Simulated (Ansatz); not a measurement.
# CH$_{7}$BFN: what the fields show

Input

```
crystal:
  periodic: [false, false, false]
  atoms:
    - symbol: C
      position_ang: [2.209181, -1.313154, 0.089185]
    - symbol: B
      position_ang: [-0.202968, -1.872011, -0.812891]
    - symbol: F
      position_ang: [0.201888, -3.215788, -0.862673]
    - symbol: "N"
      position_ang: [0.760955, -1.205700, 0.367666]
    - symbol: H
      position_ang: [2.436491, -2.379615, -0.089348]
    - symbol: H
      position_ang: [2.828423, -0.921627, 0.920076]
    - symbol: H
      position_ang: [2.424783, -0.755896, -0.841039]
    - symbol: H
      position_ang: [0.473631, -0.223125, 0.486196]
    - symbol: H
      position_ang: [0.530549, -1.683325, 1.252634]
    - symbol: H
      position_ang: [0.077151, -1.214703, -1.825587]
    - symbol: H
      position_ang: [-1.346543, -1.700210, -0.368126]
basis:
  gaussian:
    orbitals: def2-TZVPD
hamiltonian:
  xc: {name: PBE0}
output: {forces: true, orbitals: {seedname: orbitals}}
```

Command:

```sh
ansatz run input.yaml --threads 1 --pin off --max-ram 2610MiB --events-out events.jsonl --progress --plain --runs-dir runs
```

Geometry: PBE-D3(BJ)/def2-SVP.

All numbers below come from Ansatz, isolated molecule in a Gaussian basis; Kohn-Sham density functional theory, functional PBE0.

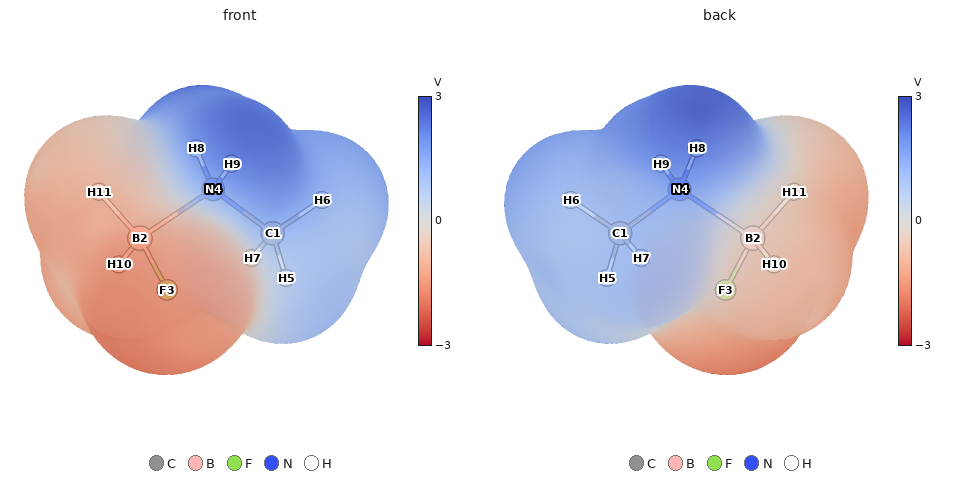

Figure 1. The electrostatic potential painted on the density surface at 0.002 e/bohr³, seen from the front and from behind; red is negative and blue positive.

> Describe the electrostatic potential map.

The most negative region (about −1.9 V) lies over F3, the most positive (about +2.7 V) over H8.

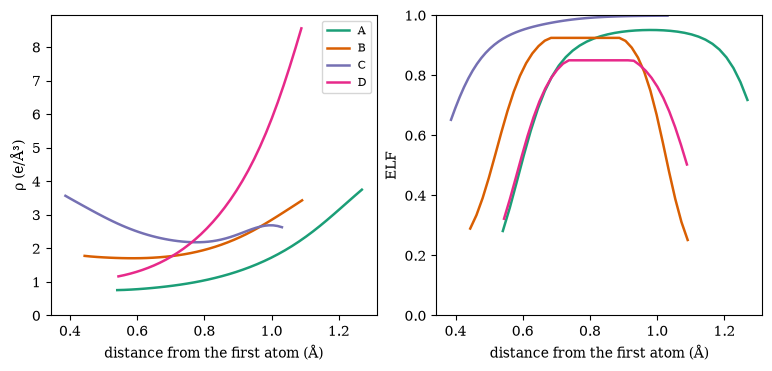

Figure 2. Total electron density and electron localisation function along straight lines between neighbouring atoms. The curves leave out the atomic cores.

> Which curve belongs to which contact (B–F, B–N, C–N and N–H)? The first atom named is at distance zero.

Curve A: B–N (1.66 Å): ρ is about 1.1 e/Å³ halfway; the ELF peaks at about 0.95 between the atoms, as expected for a polar covalent bond. Curve B: C–N (1.48 Å): ρ is about 1.8 e/Å³ halfway; the ELF peaks at about 0.90 between the atoms, as expected for localised, covalent bonding. Curve C: N–H (1.03 Å): the density is about 2.9 e/Å³ at the midpoint; the ELF climbs to about 1 towards the hydrogen, as it does in any bond to H (a covalent bond by its length). Curve D: B–F (1.40 Å): ρ is about 1.8 e/Å³ halfway; the ELF peaks at about 0.85 between the atoms: a shared but strongly polarised pair.
